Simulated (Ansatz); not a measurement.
# Lu3InN4: complex band structure, part 3 of 3

Wanted: the relaxed cell of Lu3InN4, its band edges and its decay constants. It is built by putting Lu for Al, In for Ga in the Al3GaN4 structure of space group P-43m, with the volume rescaled by atomic radii. The parent structure comes from the Materials Project.

Ansatz 0.2.0; PBEsol DFT, plane waves, PAW files (the session's first sound run).

So far, gap on path (eV): step 3 (the bulk crystal and its band edges) 1.26.

The structure was built from a prototype and need not be the compound's stable phase.

### 7. Band edges at another level

This step: PBE DFT, plane waves, PAW files (Ansatz 0.2.0).

The edges again with PBE, at the same atoms.

The input, input.yaml:

```yaml
crystal:
  lattice:
    - [5.0503764176, 0.0, 0.0]
    - [0.0, 5.0503764176, 0.0]
    - [0.0, 0.0, 5.0503764176]
  atoms:
    - { symbol: Lu, position: [0.5, 0.5, 0.0] }
    - { symbol: Lu, position: [0.5, 0.0, 0.5] }
    - { symbol: Lu, position: [0.0, 0.5, 0.5] }
    - { symbol: In, position: [0.0, 0.0, 0.0] }
    - { symbol: "N", position: [0.749060862, 0.749060862, 0.250939138] }
    - { symbol: "N", position: [0.749060862, 0.250939138, 0.749060862] }
    - { symbol: "N", position: [0.250939138, 0.749060862, 0.749060862] }
    - { symbol: "N", position: [0.250939138, 0.250939138, 0.250939138] }
kpoints:
  mp_grid: { grid: [6, 6, 6] }
  band_path: { path: [VBM, CBM], npoints: 30 }
scf:
  occupations: { method: fixed }
hamiltonian:
  xc: pbe
output:
  eigenvalues: true
```

The run is started by

```
$ ansatz run input.yaml --threads 2 --pin off --max-ram 4096MiB --backend cpu --events-out ev --progress --plain --runs-dir out
```

Numbers of over 12 decimals in the logs are rounded to 6 here.

What it wrote:

```text
[...]
Crystal: 8 atoms, lattice volume = 128.816 Å³
Basis set: ecut = 420 eV, 2517 PW (Γ)
Bands: 65, of which v1, the nominal top of the filled ones, is band 54 counted from 1 (53 counted from 0)
Symmetry: 24 space group operations
[...]
k-points: 20 of 216 (time reversal used)
[...]
SCF iter   1: F=—  HF=-51339.782712 eV  |F-HF|=—  |Δ(HF+E_count)|=         —  Δρ=3.23e-3  dr2=1.32e-2  ethr=1.77e-3  ⟨swp⟩=5.8  Hψ=4777  notcnv=0  defer=159
[...]
SCF iter   9: F=-51339.772572 eV  HF=-51339.772572 eV  |F-HF|=2.47e-10  |Δ(HF+E_count)|=   3.57e-8  Δρ=2.73e-6  dr2=5.40e-9  ethr=8.04e-11  ⟨swp⟩=4.2  Hψ=4687  notcnv=0
SCF 1 converged in 9 iterations: F = -51339.772572 eV  dr2 = 5.40e-9
[...]
SCF converged after 9 iterations
Free energy (F): -51339.772572 eV
[...]
Internal energy: -51339.772572 eV  (E = F + TS)
E sigma→0 (E₀):  -51339.772572 eV
Fermi energy:    11.535858 eV
[...]
--- Band table (eV; the first three rows and the last of 20) ---
  k-point 0: bands = [... 50 lower, 10.6540, 11.5359, 11.5359, 11.5359, 12.8534, 14.5533, 14.5533, 14.5533, ... 7 higher]
  k-point 1: bands = [... 50 lower, 10.7575, 11.3690, 11.4949, 11.4949, 13.3899, 14.5831, 14.5952, 14.5952, ... 7 higher]
  k-point 2: bands = [... 50 lower, 10.9361, 10.9361, 11.3808, 11.3808, 14.4950, 14.6942, 14.6942, 14.8267, ... 7 higher]
  k-point 19: bands = [... 50 lower, 11.0211, 11.0945, 11.0945, 11.0945, 15.3239, 16.5850, 17.0794, 17.0794, ... 7 higher]
```

Run time: 41 s. Hardware: 2 threads of Arm Neoverse V2, shared host; peak memory 0.46 GiB; 80 s of CPU time.

This step gave:

```
free energy        : -51339.7726 eV
Fermi energy       : 11.54 eV
gap on the k-mesh  : 1.318 eV
gap on path        : 1.318 eV, by band count; negative where bands overlap
direct gap on path : 1.318 eV
```

Levels at VBM (eV): -4.82, -2.96, -2.96, -2.47, -2.47, -2.47, -2.42, -2.42, -2.42, -2.32, -2.32, -2.32, -2.28, -2.22, -2.22, -2.22, -2.22, -2.22, -2.22, -2.20, -2.20, -2.20, -1.93, -1.93, -1.17, -1.17, -1.17, -0.88, -0.88, -0.88, 0.00, 0.00, 0.00, 1.32, 3.02, 3.02, 3.02, 4.46, 6.04, 6.04.

The searched edges give 1.32 eV, as on the mesh.

For the gap on path, step 3 gave 1.26 eV; this run, with PBE, gives 1.32 eV.

### 8. Complex bands at another level

This step: PBE DFT, plane waves, PAW files; complex bands by layer matching along the plane's normal (Ansatz 0.2.0).

The complex bands at that level, over its own gap, at (0, 0) and (0.5, 0).

Changes to input.yaml since step 7:

```diff
@@ -2,5 +2,5 @@
   lattice:
-    - [5.0503764176, 0.0, 0.0]
-    - [0.0, 5.0503764176, 0.0]
-    - [0.0, 0.0, 5.0503764176]
+    - [5.050376418, 0.0, 0.0]
+    - [0.0, 5.050376418, 0.0]
+    - [0.0, 0.0, 5.050376418]
   atoms:
@@ -16,3 +16,2 @@
   mp_grid: { grid: [6, 6, 6] }
-  band_path: { path: [VBM, CBM], npoints: 30 }
 scf:
@@ -23 +22,6 @@
   eigenvalues: true
+  transmission:
+    leads: [[0, 0]]
+    kpoints: [[0.0, 0.0], [0.5, 0.0]]
+    e_range: [-1.0, 2.32]
+    de: 0.07
```

What it wrote:

```text
[...]
Crystal: 8 atoms, lattice volume = 128.816 Å³
Basis set: ecut = 420 eV, 2517 PW (Γ)
Bands: 65, of which v1, the nominal top of the filled ones, is band 54 counted from 1 (53 counted from 0)
Symmetry: 24 space group operations
[...]
k-points: 20 of 216 (time reversal used)
[...]
SCF iter   1: F=—  HF=-51339.782712 eV  |F-HF|=—  |Δ(HF+E_count)|=         —  Δρ=3.23e-3  dr2=1.32e-2  ethr=1.77e-3  ⟨swp⟩=5.8  Hψ=4777  notcnv=0  defer=159
[...]
SCF iter   9: F=-51339.772572 eV  HF=-51339.772572 eV  |F-HF|=8.73e-11  |Δ(HF+E_count)|=   3.60e-8  Δρ=2.66e-6  dr2=5.17e-9  ethr=7.92e-11  ⟨swp⟩=4.3  Hψ=4691  notcnv=0
SCF 1 converged in 9 iterations: F = -51339.772572 eV  dr2 = 5.17e-9
[...]
transmission: 9 of 18 steps passed
transmission: 18 of 18 steps passed
SCF converged after 9 iterations
Free energy (F): -51339.772572 eV
[...]
Internal energy: -51339.772572 eV  (E = F + TS)
E sigma→0 (E₀):  -51339.772572 eV
Fermi energy:    11.535858 eV
[...]
--- Band table (eV; the first three rows and the last of 20) ---
  k-point 0: bands = [... 50 lower, 10.6540, 11.5359, 11.5359, 11.5359, 12.8534, 14.5533, 14.5533, 14.5533, ... 7 higher]
  k-point 1: bands = [... 50 lower, 10.7575, 11.3690, 11.4949, 11.4949, 13.3899, 14.5831, 14.5952, 14.5952, ... 7 higher]
  k-point 2: bands = [... 50 lower, 10.9361, 10.9361, 11.3808, 11.3808, 14.4950, 14.6942, 14.6942, 14.8267, ... 7 higher]
  k-point 19: bands = [... 50 lower, 11.0211, 11.0945, 11.0945, 11.0945, 15.3239, 16.5850, 17.0794, 17.0794, ... 7 higher]
--- Transmission ---
  basis      : 221 plane waves across, 9 finite elements along
  points     : 2, as listed
[...]
crystal 0  : N4Lu3In1, at the sites [0, 0], period 5.0504 Å: whole cells are its period
[...]
channels       : 0.000000e0 a spin
[...]
slowest decay  : 0.1906 /Å at (0.0000, 0.0000)
```

Elapsed: 66 s, on 2 threads; peak memory 0.79 GiB; 1.9 min of CPU time.

Numbers from this step:

* level to which the leads are filled: 0.6588 eV from the Fermi level
* decay constant at the filling level, zone centre: 0.1906 Å⁻¹
* decay constant at the filling level, slowest listed point: 0.1906 Å⁻¹

K parallel (0, 0); values up to 1.5 1/Å, a degenerate pair printed once or twice; energies at which all values exceed this have no row. The Im kz of the slowest decaying states by energy, zero at the highest filled level on the SCF mesh:

```tsv
energy (eV)	decay 1 (Å⁻¹)	decay 2 (Å⁻¹)	decay 3 (Å⁻¹)	decay 4 (Å⁻¹)
-1.0000	0.146	0.156	0.337	0.788
-0.7200	0.192	0.295	0.765	0.823
-0.5100	0.219	0.348	0.740	0.837
-0.2300	0.233	0.394	0.703	0.742
-0.0200	0.233	0.419	0.668	0.675
0.2600	0.224	0.252	0.443	0.531
0.4700	0.211	0.335	0.455	0.572
0.7500	0.182	0.418	0.462	0.582
1.0300	0.136	0.461	0.487	0.557
1.2400	0.0726	0.456	0.534	0.541
1.5200	0.443	0.520	0.594	0.615
1.7300	0.429	0.505	0.608	0.640
2.0100	0.404	0.484	0.592	0.709
2.2200	0.380	0.468	0.574	0.775
```

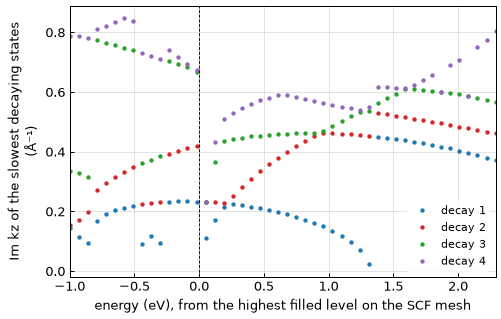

Im kz of the slowest decaying states against energy.

K parallel (0, 0). Table of Re kz of states that move upwards by energy, zero at the highest filled level on the SCF mesh:

```tsv
energy (eV)	channel 1 (Å⁻¹)	channel 2 (Å⁻¹)	channel 3 (Å⁻¹)
-1.0000	-0.566	-0.219	-
-0.7200	-0.456	0.278	0.278
-0.5100	-0.374	0.535	0.535
-0.2300	-0.533	-0.533	-0.244
-0.0200	-0.141	-0.141	-0.0696
0.2600	-	-	-
0.4700	-	-	-
0.7500	-	-	-
1.0300	-	-	-
1.2400	-	-	-
1.5200	0.122	-	-
1.7300	0.179	-	-
2.0100	0.240	-	-
2.2200	0.281	-	-
```

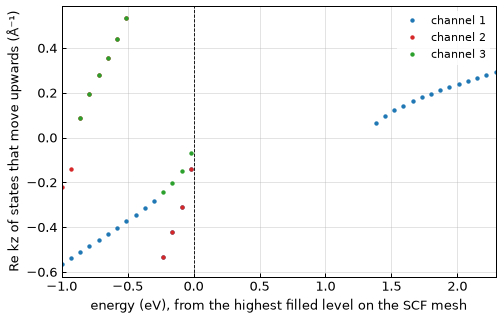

Re kz of states that move upwards against energy.

K parallel (0.5, 0); values up to 1.5 1/Å, a degenerate pair printed once or twice; energies at which all values exceed this have no row. Im kz of the slowest decaying states against energy, zero at the highest filled level on the SCF mesh:

```tsv
energy (eV)	decay 1 (Å⁻¹)	decay 2 (Å⁻¹)	decay 3 (Å⁻¹)	decay 4 (Å⁻¹)
-1.0000	0.223	0.229	0.328	0.426
-0.7200	0.0865	0.224	0.356	0.361
-0.5100	0.0657	0.0797	0.167	0.182
-0.2300	0.112	0.123	0.292	0.380
-0.0200	0.311	0.325	0.372	0.468
0.2600	0.426	0.434	0.438	0.495
0.4700	0.466	0.466	0.481	0.540
0.7500	0.488	0.490	0.497	0.551
1.0300	0.483	0.490	0.512	0.547
1.2400	0.477	0.482	0.518	0.539
1.5200	0.463	0.468	0.522	0.523
1.7300	0.451	0.455	0.504	0.526
2.0100	0.431	0.434	0.470	0.534
2.2200	0.414	0.414	0.436	0.544
```

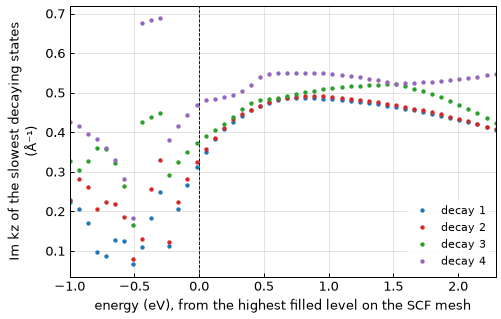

Im kz of the slowest decaying states against energy.

At the listed wavevectors the last open channel is at -0.02 eV and the next at +1.38 eV on the grid. At +0.68 eV, the grid energy nearest the filling level (the middle of the gap on the SCF mesh), the slowest state at the listed wavevectors decays with κ = 0.191 Å⁻¹, its amplitude falling by e over 5.2 Å; the first such run, plane (001), gave 0.190 Å⁻¹.

### 9. A check of the settings

This step: PBEsol DFT, plane waves, PAW files; complex bands by layer matching along the plane's normal; changed: output.transmission.temperature = 0, scf.max_iter = 50 (Ansatz 0.2.0).

This run repeats an earlier one, its twin (the complex run, plane (001)), with two settings changed (scf.max_iter, output.transmission.temperature; files written aside). The setting was drawn as a possible misstep, on purpose. Where the input is shown as a difference, that is against the step before, not the twin.

Changes to input.yaml since step 8:

```diff
@@ -18,4 +18,5 @@
   occupations: { method: fixed }
+  max_iter: 50
 hamiltonian:
-  xc: pbe
+  xc: pbesol
 output:
@@ -25,3 +26,4 @@
     kpoints: [[0.0, 0.0], [0.5, 0.0]]
-    e_range: [-1.0, 2.32]
+    e_range: [-1.0, 2.26]
     de: 0.07
+    temperature: 0
```

What it wrote:

```text
Error: invalid value for `output.transmission.temperature`: must be finite and ≥ 1.2; got 0 K
```

Run time: 0.15 s. Hardware: 2 threads; peak memory 0.089 GiB.

The program refused the input before any cycle.

The program's message: “Error: invalid value for `output.transmission.temperature`: must be finite and ≥ 1.2; got 0 K”

The change that led to it: output.transmission.temperature = 0.

### 10. What came out

```json
{"band gap": "1.26 eV", "least decay constant at mid-gap, normal to (001)": "0.190 Å⁻¹", "least decay constant at mid-gap, normal to (110)": "0.187 Å⁻¹", "least decay constant on a mesh, normal to (001)": "0.188 Å⁻¹", "least decay constant, PBE": "0.191 Å⁻¹"}
```

What this shows: With PBEsol, the slowest decay at the wavevectors tried is κ = 0.187 Å⁻¹, normal to (110). Through such a film the transmission near mid-gap falls as exp(−2κd), a factor of ten every 6.1 Å. The directions tried decay at nearly the same rate. A free electron under a barrier of half the gap would need a mass of 0.21 mₑ to decay at this rate. With PBE the gap goes from 1.26 to 1.32 eV and the decay constant, over the first 2 listed wavevectors, from 0.190 to 0.191 Å⁻¹. The compound is made up by substitution; its stability against other phases and against distortions of the cell's symmetry was not tested. A semilocal functional narrows gaps, so real decay constants are likely larger.

[Logs are printed without paths, hosts, clocks, repeated set-up lines and the standing remarks that a program may print on its own settings, such as how far it seeks lower states.]

[Hosts, paths, dates, database ids (printed as entryN), source tags and the programs' standing remarks are cut or masked in the printed files.]

[New means built here by substitution; the compound itself may be known and measured.]
